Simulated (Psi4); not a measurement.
## Property calculation of SiPH3Cl (part 1 of 2)

The run: property calculation of SiPH3Cl, multiplicity 2, SMILES P[SiH]Cl. Method and program: wB97M-D3(BJ)/aug-cc-pVDZ, UKS, DKH3 (Psi4 1.11).

The geometry comes from this level: GFN2-xTB.

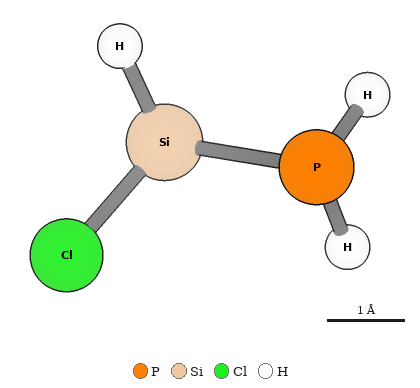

*The structure (ball-and-stick view, seen on its broad side).*

Key numbers

| quantity | value |
| --- | --- |
| outcome | converged |
| total energy | −1095.428058 hartree |
| dispersion energy | −0.007001 hartree |
| basis functions | 108 |
| ⟨S²⟩ | 0.753 |
| dipole moment | 1.53 D |
| hardware | 1 thread of Intel Xeon (Granite Rapids), 12 GiB of memory available, shared host |
| wall time | 48 s |
| peak memory | 0.85 GiB |

Settings chosen away from the usual ones: e_convergence set to 1e-05.

Input (input.json)
```
{
 "schema_name": "qcschema_input",
 "schema_version": 1,
 "molecule": {
  "schema_name": "qcschema_molecule",
  "schema_version": 2,
  "symbols": ["P", "Si", "Cl", "H", "H", "H"],
  "geometry": [-0.78635283, 0.64175099, -2.17197562, 0.68581941, -0.24955723, 1.69304343, 2.74588544, -3.48769743, 1.55052029, -2.67362232, -1.17559862, -2.18584621, -2.41832032, 2.5205545, -1.36455234, 2.44655282, 1.7505478, 2.47881045],
  "molecular_charge": 0,
  "molecular_multiplicity": 2,
  "fix_symmetry": "c1"
 },
 "driver": "energy",
 "model": {
  "method": "wb97m-d3bj",
  "basis": "aug-cc-pVDZ"
 },
 "keywords": {
  "reference": "uks",
  "scf_type": "pk",
  "e_convergence": 1e-05,
  "relativistic": "dkh",
  "dkh_order": 3,
  "scf_properties": ["MAYER_INDICES", "ESP_AT_NUCLEI", "NO_OCCUPATIONS", "MBIS_CHARGES", "WIBERG_LOWDIN_INDICES"]
 }
}
```

Launch command:
```bash
psi4 --qcschema input.json -n 1 --memory 1600MB
```

Output
```
Psi4 1.11 release

Relativistic analytic gradients are not implemented yet, re-routing to finite differences.

   => Loading Basis Set <=

    Name: AUG-CC-PVDZ
    Role: ORBITAL
    Keyword: BASIS

   => WB97M-D3BJ: Empirical Dispersion <=

        s6 =       1.000000
        s8 =       0.390800
        a1 =       0.566000
        a2 =       3.128000

         ---------------------------------------------------------
                                   SCF
                              UKS Reference
                        1 Threads,   1525 MiB Core
         ---------------------------------------------------------

  ==> Geometry <==

    Molecular point group: c1
    Full point group: C1

    Geometry (in Bohr), charge = 0, multiplicity = 2:

       Center              X                  Y                   Z               Mass
    ------------   -----------------  -----------------  -----------------  -----------------
         P           -1.696012860746     1.734614173209    -2.514773268507    30.973761998420
         SI          -0.223840620746     0.843305953209     1.350245781493    27.976926534650
         CL           1.836225409254    -2.394834246791     1.207722641493    34.968852682000
         H           -3.583282350746    -0.082735436791    -2.528643858507     1.007825032230
         H           -3.327980350746     3.613417683209    -1.707349988507     1.007825032230
         H            1.536892789254     2.843410983209     2.136012801493     1.007825032230

  Running in c1 symmetry.

  Rotational constants: A =      0.45672  B =      0.07910  C =      0.06915 [cm^-1]
  Rotational constants: A =  13692.23814  B =   2371.33736  C =   2073.06763 [MHz]
  Nuclear repulsion =  183.010125400386983

  Charge       = 0
  Multiplicity = 2
  Electrons    = 49
  Nalpha       = 25
  Nbeta        = 24

  ==> Algorithm <==

  SCF Algorithm Type is PK.
  DIIS enabled.
  MOM disabled.
  Fractional occupation disabled.
  Guess Type is SAD.
  Energy threshold   = 1.00e-05
  Density threshold  = 1.00e-06
  Integral threshold = 1.00e-12

  ==> Primary Basis <==

  Basis Set: AUG-CC-PVDZ
    Blend: AUG-CC-PVDZ
    Number of shells: 48
    Number of basis functions: 108
    Number of Cartesian functions: 114
    Spherical Harmonics?: true
    Max angular momentum: 2

  ==> DFT Potential <==

   => LibXC <=

    Version 7.1.2

   => Composite Functional: WB97M-D3BJ <=

    wB97M-V with D3(BJ) instead of VV10 dispersion

    Deriv               =              1
    GGA                 =           TRUE
    Meta                =           TRUE

    Exchange Hybrid     =           TRUE
    MP2 Hybrid          =          FALSE

   => Exchange-Correlation Functionals <=

    1.0000   wB97M-V exchange-correlation functional

   => Exact (HF) Exchange <=

    0.8500            HF,LR [omega = 0.3000]
    0.1500               HF

   => LibXC Density Thresholds  <==

    XC_HYB_MGGA_XC_WB97M_V:  1.00E-13

   => Molecular Quadrature <=

    Radial Scheme          =       TREUTLER
    Pruning Scheme         =           NONE
    Nuclear Scheme         =       TREUTLER

    Blocking Scheme        =         OCTREE
    BS radius alpha        =              1
    Pruning alpha          =              1
    Radial Points          =             75
    Spherical Points       =            302
    Total Points           =         132093
    Total Blocks           =           1049
    Max Points             =            256
    Max Functions          =            108
    Weights Tolerance      =       1.00E-15

   => Loading Basis Set <=

    Name: (AUG-CC-PVDZ AUX)
    Role: DECON
    Keyword: BASIS_RELATIVISTIC

  ==> Integral Setup <==

  Using in-core PK algorithm.
   Calculation information:
      Number of atoms:                   6
      Number of AO shells:              48
      Number of primitives:            180
      Number of atomic orbitals:       114
      Number of basis functions:       108

      Integral cutoff                 1.00e-12
      Number of threads:                 1

  Performing in-core PK
  Using 51976323 doubles for integral storage.
  We computed 685191 shell quartets total.
  Whereas there are 692076 unique shell quartets.

  Computing range-separated integrals for PK
  We computed 685191 wK shell quartets total.
  Whereas there are 692076 wK unique shell quartets.

  ==> DiskJK: Disk-Based J/K Matrices <==

    J tasked:                  Yes
    K tasked:                  Yes
    wK tasked:                 Yes
    Omega:               3.000E-01
    Memory [MiB]:             1037
    Schwarz Cutoff:          1E-12

  Cached 10.0% of DFT collocation blocks in 0.097 [GiB].

    Computing 3-order Douglas-Kroll-Hess integrals.
    Adding Douglas-Kroll-Hess corrections to the potential integrals.
  Minimum eigenvalue in the overlap matrix is 3.3421396572E-04.
  Reciprocal condition number of the overlap matrix is 4.1418546028E-05.
    Using symmetric orthogonalization.

  ==> Pre-Iterations <==

  SCF Guess: Superposition of Atomic Densities via on-the-fly atomic UHF (no occupation information).

   -------------------------
    Irrep   Nso     Nmo
   -------------------------
     A        108     108
   -------------------------
    Total     108     108
   -------------------------

  ==> Iterations <==

                        Total Energy        Delta E     RMS |[F,P]|

   @UKS iter SAD: -1095.11508263921678   -1.09512e+03   0.00000e+00
   @UKS iter   1: -1095.38657336557003   -2.71491e-01   2.16095e-03 DIIS/ADIIS
   @UKS iter   2: -1095.41961388574668   -3.30405e-02   1.01908e-03 DIIS/ADIIS
   @UKS iter   3: -1095.42730348027703   -7.68959e-03   1.84468e-04 DIIS/ADIIS
   @UKS iter   4: -1095.42792258661962   -6.19106e-04   7.05809e-05 DIIS
   @UKS iter   5: -1095.42803479045847   -1.12204e-04   2.59220e-05 DIIS
   @UKS iter   6: -1095.42805293934248   -1.81489e-05   9.88019e-06 DIIS
   @UKS iter   7: -1095.42805698680104   -4.04746e-06   3.79751e-06 DIIS
   @UKS iter   8: -1095.42805757378483   -5.86984e-07   1.42378e-06 DIIS
   @UKS iter   9: -1095.42805766798483   -9.42000e-08   5.00536e-07 DIIS
  Energy and wave function converged.

  ==> Post-Iterations <==

   Electrons on quadrature grid:
      Nalpha   =   25.0000013030 ; deviation = 1.303e-06
      Nbeta    =   24.0000031209 ; deviation = 3.121e-06
      Ntotal   =   49.0000044239 ; deviation = 4.424e-06

   @Spin Contamination Metric:   2.563601318E-03
   @S^2 Expected:                7.500000000E-01
   @S^2 Observed:                7.525636013E-01
   @S   Expected:                5.000000000E-01
   @S   Observed:                5.000000000E-01

    Orbital Energies [Eh]
    ---------------------

    Alpha Occupied:

       1A   -102.272024     2A    -77.637760     3A    -66.658855
       4A     -9.723306     5A     -7.374789     6A     -7.369863
       7A     -7.368825     8A     -6.781485     9A     -5.527634
      10A     -4.864032    11A     -4.863759    12A     -4.861406
      13A     -3.822629    14A     -3.820038    15A     -3.816998
      16A     -0.970249    17A     -0.789653    18A     -0.637350
      19A     -0.519183    20A     -0.486190    21A     -0.475004
      22A     -0.457845    23A     -0.417317    24A     -0.394096
      25A     -0.288522

    Alpha Virtual:

      26A      0.011454    27A      0.023682    28A      0.026283
      29A      0.039842    30A      0.048297    31A      0.057578
      32A      0.067415    33A      0.078717    34A      0.080638
      35A      0.089542    36A      0.107188    37A      0.113068
      38A      0.122912    39A      0.131062    40A      0.133370
      41A      0.143524    42A      0.154483    43A      0.169264
      44A      0.183486    45A      0.213813    46A      0.227323
      47A      0.239236    48A      0.251906    49A      0.284406
      50A      0.306312    51A      0.314680    52A      0.321634
      53A      0.338138    54A      0.344851    55A      0.354223
      56A      0.378673    57A      0.400651    58A      0.417814
      59A      0.429755    60A      0.436107    61A      0.448579
      62A      0.457271    63A      0.479412    64A      0.494079
      65A      0.498457    66A      0.511730    67A      0.517412
      68A      0.537350    69A      0.549206    70A      0.573433
      71A      0.614571    72A      0.633923    73A      0.646231
      74A      0.672245    75A      0.675651    76A      0.741308
      77A      0.769389    78A      0.777618    79A      0.803496
      80A      0.824050    81A      0.861754    82A      0.866525
      83A      0.880157    84A      0.891355    85A      0.909641
      86A      0.931421    87A      0.976879    88A      1.014510
      89A      1.054713    90A      1.116246    91A      1.123350
      92A      1.180675    93A      1.280310    94A      1.286619
      95A      1.319671    96A      1.332005    97A      1.346768
      98A      1.415054    99A      1.569925   100A      1.626220
     101A      1.740772   102A      1.757130   103A      1.797724
     104A      1.824637   105A      1.854836   106A      2.039704
     107A      2.146257   108A      2.151256

    Beta Occupied:

       1A   -102.271372     2A    -77.637082     3A    -66.655932
       4A     -9.722672     5A     -7.373870     6A     -7.368461
       7A     -7.368097     8A     -6.780746     9A     -5.524060
      10A     -4.863555    11A     -4.862457    12A     -4.859573
      13A     -3.817822    14A     -3.815052    15A     -3.812775
      16A     -0.966291    17A     -0.784991    18A     -0.620398
      19A     -0.515030    20A     -0.478668    21A     -0.470801
      22A     -0.446646    23A     -0.413029    24A     -0.373951

    Beta Virtual:

      25A     -0.049614    26A      0.012073    27A      0.023014
      28A      0.026815    29A      0.039120    30A      0.049085
      31A      0.056596    32A      0.068380    33A      0.079110
      34A      0.082568    35A      0.096360    36A      0.110734
      37A      0.117091    38A      0.123147    39A      0.131604
      40A      0.137240    41A      0.149024    42A      0.154512
      43A      0.173529    44A      0.185498    45A      0.222214
      46A      0.230062    47A      0.240312    48A      0.256794
      49A      0.289336    50A      0.308136    51A      0.318546
      52A      0.322063    53A      0.339436    54A      0.346133
      55A      0.354132    56A      0.379979    57A      0.401712
      58A      0.420700    59A      0.434767    60A      0.437532
      61A      0.450631    62A      0.458100    63A      0.482220
      64A      0.496647    65A      0.500859    66A      0.512951
      67A      0.519703    68A      0.544203    69A      0.553735
      70A      0.575077    71A      0.627198    72A      0.648917
      73A      0.655221    74A      0.686852    75A      0.688607
      76A      0.746236    77A      0.773526    78A      0.784671
      79A      0.811731    80A      0.834104    81A      0.867691
      82A      0.871473    83A      0.881818    84A      0.899150
      85A      0.913466    86A      0.937115    87A      0.982010
      88A      1.017726    89A      1.057501    90A      1.124272
      91A      1.133676    92A      1.191566    93A      1.282628
      94A      1.288856    95A      1.322610    96A      1.334537
      97A      1.349409    98A      1.416350    99A      1.573098
     100A      1.627987   101A      1.744861   102A      1.772241
     103A      1.810783   104A      1.826935   105A      1.856815
     106A      2.056397   107A      2.148701   108A      2.154824

    Final Occupation by Irrep:
              A
    DOCC [    24 ]
    SOCC [     1 ]
    NA   [    25 ]
    NB   [    24 ]

  @UKS Final Energy: -1095.42805766798483

   => Energetics <=
```
